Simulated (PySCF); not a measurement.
In(F)2(SiH3), SMILES [In]([SiH3])([F])[F], singlet at its B3LYP/def2-SVP optimised geometry (Å):

```
7

In    -1.3232    -1.4834    -2.1329
F     -0.2542    -2.1404    -3.6469
F     -3.2019    -1.8886    -2.5516
Si    -0.4798    -0.3203     0.0000
H     -1.0072    -1.0723     1.1709
H     -1.0053     1.0723     0.0000
H      1.0072    -0.3203     0.0000
```

Computed with B3LYP/def2-TZVP, def2 effective core potentials past Kr (PySCF 2.14.0). The core electrons that the potentials of In replace are not part of the density.

Map of the Laplacian of the electron density (e/bohr⁵), clipped to [-1.50, 1.50] on the plane z = 1.0 Å:

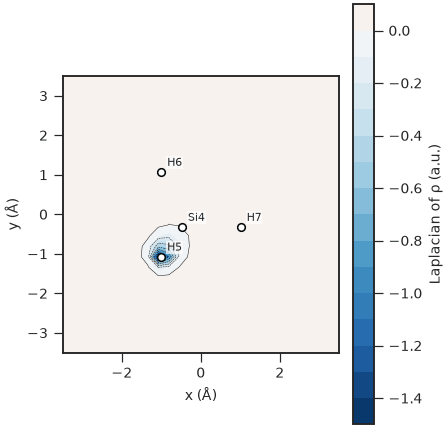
Figure: Laplacian of the electron density (e/bohr⁵), clipped to [-1.50, 1.50] on the plane z = 1.0 Å.
